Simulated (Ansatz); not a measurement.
Input file:

```
crystal:
  periodic: [false, false, false]
  atoms:
    - {symbol: Ti, position_ang: [-0.533195, -0.150428, 0.382177]}
    - {symbol: F, position_ang: [1.033191, 0.899738, -1.122968]}
    - {symbol: F, position_ang: [-1.486845, -0.115690, -1.080219]}
    - {symbol: F, position_ang: [-0.235243, 1.341589, 1.239123]}
    - {symbol: F, position_ang: [-1.386631, -1.181885, 1.490801]}
    - {symbol: H, position_ang: [1.757726, 0.321823, -1.150340]}
    - {symbol: H, position_ang: [0.850898, -1.115146, 0.241525]}
basis:
  gaussian: {orbitals: def2-TZVPP}
hamiltonian: {xc: pbe0, dispersion: d4}
output: {orbitals: {seedname: orbitals}}
```

Run with:

```sh
ansatz run in.yaml --threads 8 --pin off --events-out ev --progress --plain --max-ram 19148MiB
```

The product side of a reaction path; geometry: PBE0-D4/def2-TZVP.

These are results of RKS PBE0-D4/def2-TZVPP in Ansatz 0.2.0, not measurements.

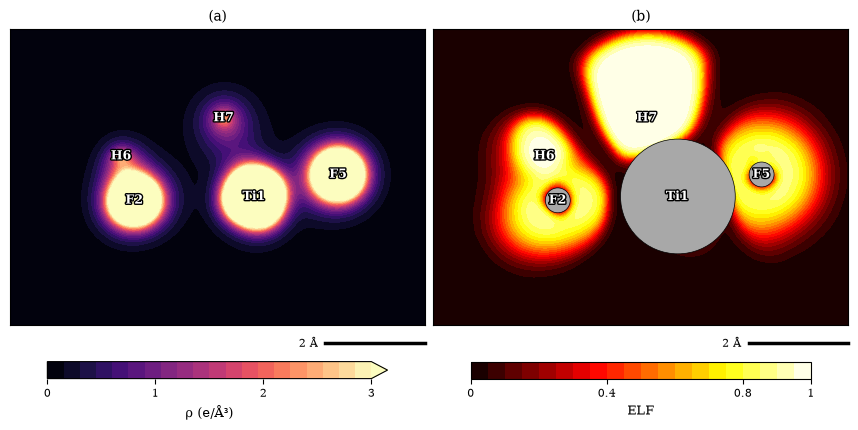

F₃HTi···HF. (a) total electron density; (b) electron localisation function on the plane of atoms F5, Ti1 and H7. Grey discs cover the atomic cores in the ELF map.

> What does the map show?

- Atoms in the plane: Ti, F and H.
- Ti1···F2 (2.41 Å): the density falls to about 0.16 e/Å³ on the way; the ELF is about 0.05 at the midpoint.
- Ti–F (1.74 Å): ρ at the midpoint is about 1.2 e/Å³; the ELF peaks at about 0.80 in the valence shell of F, 0.5 Å from its nucleus, and drops to about 0.25 between the two atoms.
- F–H (0.93 Å): ρ is about 4.7 e/Å³ halfway; the ELF climbs to about 1 towards the hydrogen, as it does in any bond to H; a covalent bond by its length.
- Ti–H (1.69 Å): the density is about 1.1 e/Å³ at the midpoint; the ELF climbs to about 1 towards the hydrogen.
- The ELF also peaks beside F2, away from the bonds: lone-pair regions.
